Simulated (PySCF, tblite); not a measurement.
# C₆H₉O₂ radical: geometry, infrared bands and EPR parameters

Wanted: the infrared bands and EPR parameters of C₆H₉O₂ radical (`COCC(=O)[C@@H]1[CH]C1`), by calculation.

Computed with tblite 0.8.0 and PySCF 2.14.0, with density-fitted response routines of our own, on a single molecule in the gas phase. Atoms count from 0, in the outputs and in this text.

## Step 1: Starting geometry

17 atoms, charge 0, multiplicity 2; geometry from: force field or distance geometry start.

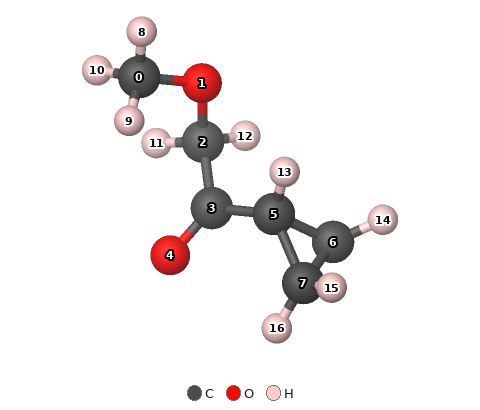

As it starts; carbon dark grey, oxygen red, hydrogen pink, atoms numbered.

## Step 2: Optimising the geometry with GFN2-xTB

Job settings and geometry (Å):

```
{"job": {"kind": "relax", "xc": "GFN2-xTB", "basis": "xTB"}, "charge": 0, "multiplicity": 2}
C     -2.623000     0.346900    -0.470200
O     -1.634300    -0.462000    -1.075600
C     -0.850500    -1.168200    -0.092300
C      0.163600    -0.286300     0.611600
O      0.181100    -0.143500     1.845600
C      1.153700     0.377800    -0.257600
C      2.379600    -0.371700    -0.502200
C      2.497600     0.839800     0.285900
H     -3.182900     0.843200    -1.267800
H     -2.184900     1.115700     0.171500
H     -3.332000    -0.263500     0.109600
H     -1.515700    -1.649000     0.643900
H     -0.319300    -1.961200    -0.600600
H      0.757600     0.894500    -1.119700
H      2.812700    -0.480400    -1.480800
H      2.980400     1.673800    -0.182300
H      2.709200     0.706000     1.337600
```

On the command line:

```bash
OMP_NUM_THREADS=1 python probes_run.py task.json out
```

This one command runs all jobs of the session in turn.

The program printed:

```text
step      E/eV     max force
  0    -691.49757    3.041
  1    -691.53755    3.519
  2    -691.61481    0.600
  3    -691.63111    0.444
  4    -691.67498    0.416
  5    -691.68419    0.403
  6    -691.69801    0.232
  7    -691.70297    0.176
  8    -691.70739    0.165
  9    -691.71104    0.168
 10    -691.71535    0.167
 11    -691.71884    0.147
 12    -691.72161    0.131
 13    -691.72393    0.127
 14    -691.72627    0.139
 15    -691.72856    0.114
 16    -691.73057    0.102
 17    -691.73230    0.116
 18    -691.73406    0.121
 19    -691.73609    0.135
 20    -691.73833    0.122
 21    -691.74064    0.122
 22    -691.74316    0.154
 23    -691.74632    0.156
 24    -691.75011    0.145
 25    -691.75389    0.152
 26    -691.75707    0.123
 27    -691.75974    0.126
 28    -691.76246    0.127
 29    -691.76528    0.123
 30    -691.76753    0.110
 31    -691.76921    0.196
 32    -691.77059    0.171
 33    -691.77258    0.130
 34    -691.77548    0.107
 35    -691.77718    0.103
 36    -691.77913    0.133
 37    -691.78162    0.204
 38    -691.78492    0.219
 39    -691.78843    0.157
 40    -691.79074    0.106
 41    -691.79217    0.144
 42    -691.79368    0.146
 43    -691.79531    0.095
 44    -691.79670    0.100
 45    -691.79788    0.105
 46    -691.79917    0.144
 47    -691.80071    0.130
 48    -691.80238    0.137
 49    -691.80429    0.118
 50    -691.80632    0.118
 51    -691.80803    0.114
 52    -691.80978    0.118
 53    -691.81159    0.109
 54    -691.81303    0.088
 55    -691.81391    0.084
 56    -691.81448    0.055
 57    -691.81510    0.086
 58    -691.81580    0.108
 59    -691.81654    0.108
 60    -691.81717    0.059
 61    -691.81767    0.066
 62    -691.81849    0.080
 63    -691.81954    0.131
 64    -691.82066    0.133
 65    -691.82158    0.102
 66    -691.82232    0.075
 67    -691.82301    0.081
 68    -691.82385    0.095
 69    -691.82484    0.081
 70    -691.82578    0.087
 71    -691.82649    0.061
 72    -691.82694    0.073
 73    -691.82723    0.054
 74    -691.82745    0.030
 75    -691.82764    0.030
 76    -691.82786    0.041
 77    -691.82807    0.045
 78    -691.82840    0.048
 79    -691.82875    0.056
 80    -691.82914    0.052
 81    -691.82955    0.055
 82    -691.82995    0.052
 83    -691.83032    0.039
 84    -691.83064    0.041
 85    -691.83088    0.036
 86    -691.83102    0.022
 87    -691.83109    0.016
 88    -691.83113    0.014
 89    -691.83116    0.018
 90    -691.83121    0.017
 91    -691.83125    0.014
 92    -691.83128    0.015
 93    -691.83131    0.015
 94    -691.83135    0.016
 95    -691.83138    0.013
 96    -691.83140    0.009
```

Wall time 0.63 s (1 thread of Arm Neoverse V1, shared host).

The steps of the relaxation: (not every step is listed)

```
step  energy from step 0 (eV)  largest force (eV/Å)
   0                   0.0000                3.0413
   1                  -0.0400                3.5195
   2                  -0.1172                0.6004
   3                  -0.1335                0.4437
   4                  -0.1774                0.4157
   5                  -0.1866                0.4033
   6                  -0.2004                0.2318
   7                  -0.2054                0.1757
   8                  -0.2098                0.1650
  16                  -0.2330                0.1018
  24                  -0.2525                0.1448
  32                  -0.2730                0.1707
  40                  -0.2932                0.1062
  48                  -0.3048                0.1374
  56                  -0.3169                0.0554
  64                  -0.3231                0.1329
  72                  -0.3294                0.0729
  80                  -0.3316                0.0522
  88                  -0.3336                0.0143
  91                  -0.3337                0.0141
  92                  -0.3337                0.0149
  93                  -0.3337                0.0151
  94                  -0.3338                0.0164
  95                  -0.3338                0.0127
  96                  -0.3338                0.0087
```

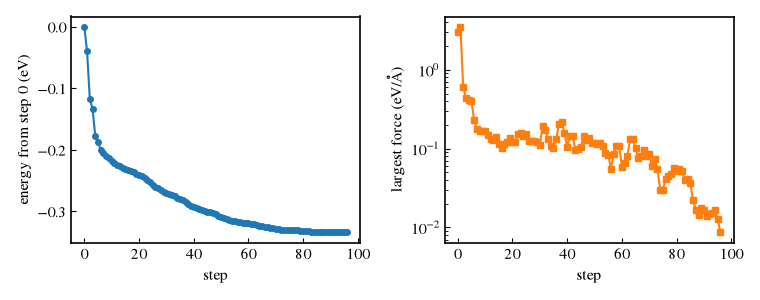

Energy and largest force along the relaxation.

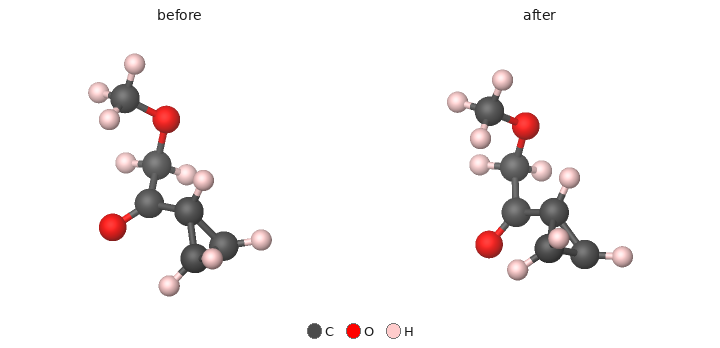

The geometry before (left) and after (right).

Distances of close pairs at the start and the end, largest changes first:

```
  bond  before (Å)  after (Å)  change (Å)
 O1–C2       1.442      1.405      -0.038
 C3–O4       1.242      1.206      -0.036
 C5–C6       1.458      1.476      +0.019
 C2–C3       1.517      1.532      +0.015
C7–H15       1.071      1.085      +0.014
C2–H12       1.081      1.095      +0.014
 C5–C7       1.521      1.533      +0.011
C6–H14       1.076      1.068      -0.008
```

The final coordinates are the input of the step that follows.

## Step 3: Vibrational analysis with GFN2-xTB

Job settings and geometry (Å):

```
{"job": {"kind": "ir", "xc": "GFN2-xTB", "basis": "xTB"}, "charge": 0, "multiplicity": 2}
C     -2.298677     0.571701    -0.437029
O     -1.608798    -0.521733    -0.998128
C     -0.977825    -1.328478    -0.036875
C      0.282253    -0.706139     0.572832
O      0.577967    -0.879604     1.729250
C      1.086599     0.088157    -0.386823
C      2.544035    -0.136980    -0.455386
C      2.102505     1.066565     0.213004
H     -2.707627     1.137609    -1.271557
H     -1.631721     1.212722     0.150194
H     -3.115622     0.228909     0.208300
H     -1.667274    -1.601742     0.774181
H     -0.669728    -2.241031    -0.558708
H      0.551696     0.321516    -1.303074
H      3.165072    -0.321184    -1.304084
H      2.247581     2.043852    -0.236618
H      2.112565     1.077892     1.297006
```

The program printed:

```text
mode    cm-1     km/mol
  1      56.9      1.52
  2      64.4      6.03
  3     123.0      3.43
  4     160.8      2.39
  5     204.8      1.56
  6     218.9      2.35
  7     276.7     19.38
  8     388.7      2.78
  9     475.9      5.07
 10     542.5     15.89
 11     598.3     30.89
 12     646.2      5.59
 13     755.1      4.47
 14     836.5      0.81
 15     879.5      3.02
 16     941.5     18.35
 17     976.3      8.14
 18     987.9     10.90
 19    1013.5      0.33
 20    1039.7     11.45
 21    1053.5     18.31
 22    1065.3    115.45
 23    1092.6     28.69
 24    1122.4     67.00
 25    1132.6      4.28
 26    1144.8     37.42
 27    1229.8     33.24
 28    1241.8     51.74
 29    1293.2     25.95
 30    1371.6     25.38
 31    1405.5      0.07
 32    1422.6      4.12
 33    1441.9     23.79
 34    1468.0      7.56
 35    1488.2      2.74
 36    1755.9    314.26
 37    2891.2     38.11
 38    2915.1     45.27
 39    2934.8     33.91
 40    2945.0     17.71
 41    2995.5     19.77
 42    3000.3     19.14
 43    3030.9      3.27
 44    3032.6     14.46
 45    3165.4     23.77
```

It took 0.51 s on 1 thread of Arm Neoverse V1, shared host.

Which atoms move in the most intense modes:

```
cm⁻¹  km/mol                                  atoms
1065   115.5    C5 21 %, C7 20 %, C6 19 %, H15 12 %
1122    67.0    O1 21 %, C3 19 %, C2 19 %, H13 12 %
1145    37.4    O1 25 %, H9 19 %, H12 16 %, H8 13 %
1242    51.7  H12 21 %, H13 21 %, H11 12 %, O1 10 %
1756   314.3                       C3 62 %, O4 37 %
2891    38.1                               H11 93 %
2915    45.3                      H10 54 %, H9 37 %
2935    33.9                      H9 53 %, H10 37 %
```

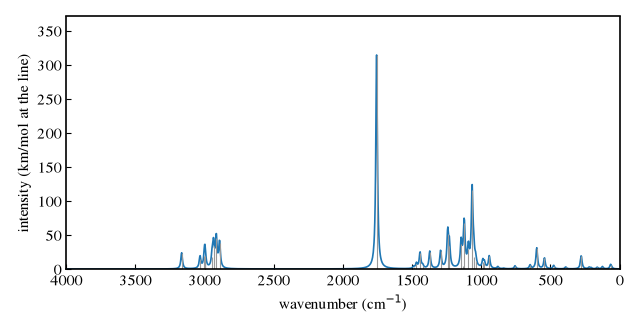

The infrared spectrum from these modes, unscaled. Lines are broadened to a width of 14 cm⁻¹ (Lorentzian).

## Step 4: g tensor and hyperfine couplings: B3LYP/pcH-1

Same as in step 3 but for these lines:

```diff
@@ -1,2 +1,2 @@
-{"job": {"kind": "ir", "xc": "GFN2-xTB", "basis": "xTB"}, "charge": 0, "multiplicity": 2}
+{"job": {"kind": "epr", "basis": "pcH-1"}, "charge": 0, "multiplicity": 2}
 C     -2.298677     0.571701    -0.437029
```

Level: UKS B3LYP, pcH-1 on C H O, non-relativistic, mean-field spin-orbit, GIAO.

The program printed:

```text
UKS, coarse grid
  cycle   1  E = -384.21935597  |g| = 6.96e-01
  cycle   2  E = -383.58904157  |g| = 1.45e+00
  cycle   3  E = -384.38340368  |g| = 2.00e-01
  cycle   4  E = -384.39789939  |g| = 9.37e-02
  cycle   5  E = -384.40087749  |g| = 2.49e-02
  cycle   6  E = -384.40112656  |g| = 7.14e-03
  cycle   7  E = -384.40115153  |g| = 2.00e-03
  cycle   8  E = -384.40115408  |g| = 1.12e-03
  cycle   9  E = -384.40115468  |g| = 2.90e-04
UKS, final grid
  cycle   1  E = -384.40109886  |g| = 4.81e-04
  cycle   2  E = -384.40109858  |g| = 1.01e-03
  cycle   3  E = -384.40109896  |g| = 9.22e-05
  cycle   4  E = -384.40109896  |g| = 2.93e-05
E = -384.40109896 Eh   <S^2> = 0.7532 (exact 0.7500)
g shifts (ppm)      1          2          3
  rmc          -147       -147       -147
  gc             14          9          8
  oz_so         -82        404        737
  total        -214        266        599
hyperfine (MHz)  atom isotope    a_iso     a_fc   dipolar eigenvalues
    0   13C       0.24       0.24     -0.21     -0.15      0.36
    1   17O      -0.85      -0.85     -1.27      0.59      0.68
    2   13C       4.44       4.44     -0.91     -0.87      1.78
    3   13C      30.39      30.39     -4.57     -4.23      8.80
    4   17O       0.26       0.26     -2.96      0.01      2.95
    5   13C     -15.16     -15.16     -4.96     -0.25      5.22
    6   13C     300.51     300.51    -76.55    -71.63    148.18
    7   13C     -16.44     -16.44     -4.97      0.25      4.71
    8    1H      -0.03      -0.03     -0.54     -0.47      1.01
    9    1H      -0.14      -0.14     -0.97     -0.85      1.81
   10    1H      -0.12      -0.12     -0.47     -0.44      0.91
   11    1H       4.78       4.78     -1.04     -0.77      1.81
   12    1H      -0.42      -0.42     -1.55     -1.13      2.68
   13    1H      45.41      45.41     -5.35     -2.02      7.36
   14    1H      -6.84      -6.84    -33.76     -4.27     38.02
   15    1H      62.55      62.55     -4.95     -2.28      7.23
   16    1H      94.60      94.60     -6.77     -4.11     10.88
```

Run time: 98 s. Hardware: 1 thread of Arm Neoverse V1, shared host; peak memory 1 GiB.

Principal g values 2.00210, 2.00259, 2.00292; g(iso) = 2.00254, against 2.00232 for a free electron.

Hyperfine couplings; where a row names several nuclei, a(iso) is their mean (it holds for fast rotation or exchange) and the dipolar term the largest among them:

```
nuclei  isotope  a(iso) (MHz)  a(iso) (G, at g = 2.0023)  largest dipolar term (MHz)
    C6      13C         300.5                      107.2                       148.2
   H16       1H          94.6                       33.8                        10.9
   H15       1H          62.5                       22.3                         7.2
   H13       1H          45.4                       16.2                         7.4
    C3      13C          30.4                       10.8                         8.8
    C7      13C         -16.4                       -5.9                        -5.0
    C5      13C         -15.2                       -5.4                         5.2
   H14       1H          -6.8                       -2.4                        38.0
   H11       1H           4.8                        1.7                         1.8
    C2      13C           4.4                        1.6                         1.8
    O1      17O          -0.8                       -0.3                        -1.3
   H12       1H          -0.4                       -0.1                         2.7
    O4      17O           0.3                        0.1                        -3.0
    C0      13C           0.2                        0.1                         0.4
```

Mulliken spin populations:

C0 0.00; O1 0.00; C2 0.00; C3 0.02; O4 0.00; C5 -0.02; C6 0.97; C7 -0.05; H8 0.00; H9 0.00; H10 0.00; H11 0.00; H12 0.00; H13 0.02; H14 -0.02; H15 0.03; H16 0.03

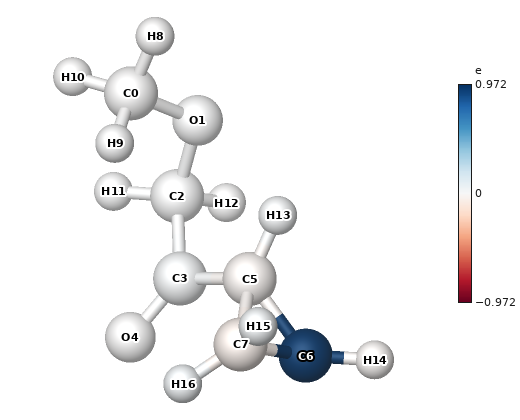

Mulliken spin populations, as colours on the atoms.

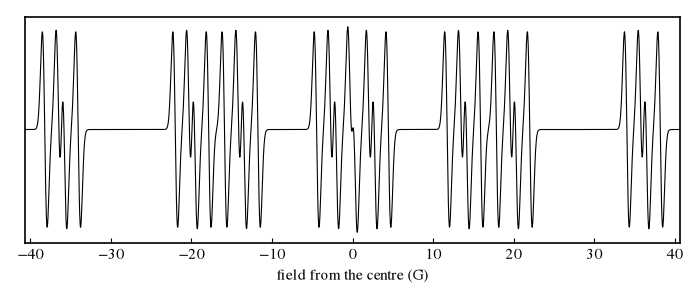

First-order isotropic spectrum (first derivative, main isotopes with spin only, couplings over 0.8 MHz, Gaussian width 0.3 G; couplings of the frozen geometry, rotation of groups not averaged beyond the rows shown).

The fields below are evaluated on a grid from the run's orbitals.

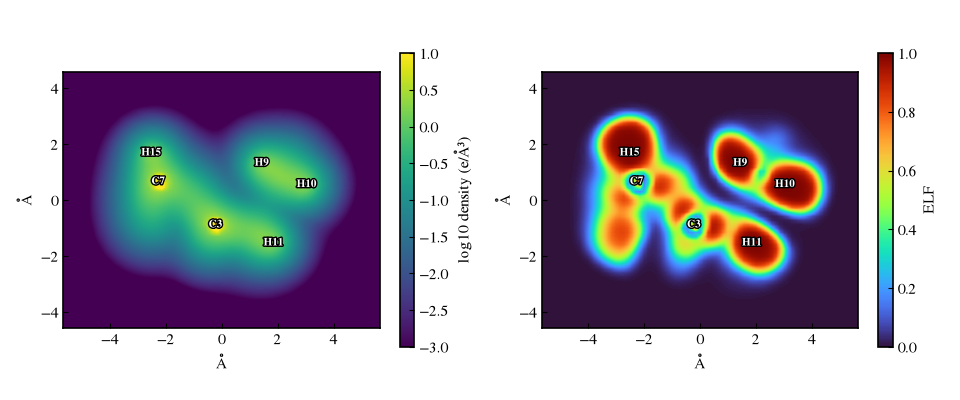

Density (left) and ELF (right) in a plane through or near 6 of the atoms.

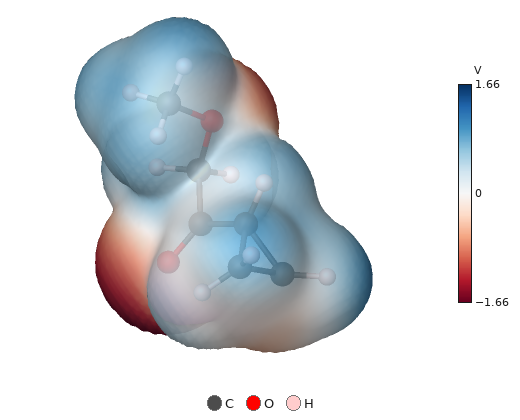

Electrostatic potential on the surface of density 0.002 e/bohr³; red is low, blue high. It runs from -1.66 V near O4 to 0.98 V near H14.

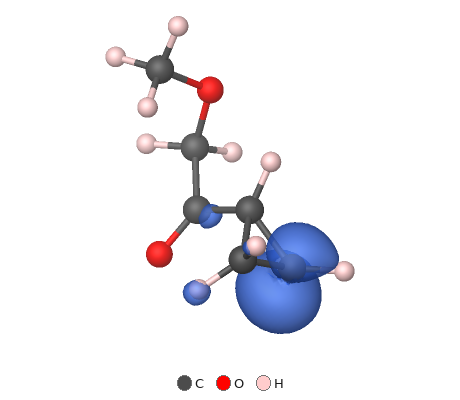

Spin density at ±0.05 e/Å³ (alpha excess blue, beta excess red).

## Step 5: Outcome

| quantity | value |
| --- | --- |
| strongest single infrared mode (GFN2-xTB) | 1756 cm⁻¹, 314 km/mol |
| zero-point energy (GFN2-xTB) | 84.1 kcal/mol |
| g(iso) (B3LYP) | 2.00254 |
| ⟨S²⟩ | 0.753 (exact 0.75) |
| largest a(iso) (averaged by class) | 13C on C6, 300.5 MHz |
| potential on the surface of density 0.002 e/bohr³, 1st and 99th percentile | -1.66 V and 0.98 V |

**Reading.** Relaxing lowered the energy by 0.334 eV in 96 steps; the close pair that moved most is O1–C2, from 1.442 to 1.405 Å. No mode is imaginary among the 45: a minimum at this level. The strongest single mode, at 1756 cm⁻¹, moves mainly C3 and O4. GFN2-xTB is a fitted tight-binding method: band positions and strengths are rough. Its intensities can rank the bands wrongly. Most of the unpaired spin sits on C6 (0.97 e). The isotropic g lies 0.2 ppt above the free-electron value. These values are for one conformer; the search (at its own cheap level) found 2 more, at 0.00, 4.07 kcal/mol (those within 0.05 may be mirror or relabelled copies), and measured spectra average over such forms.
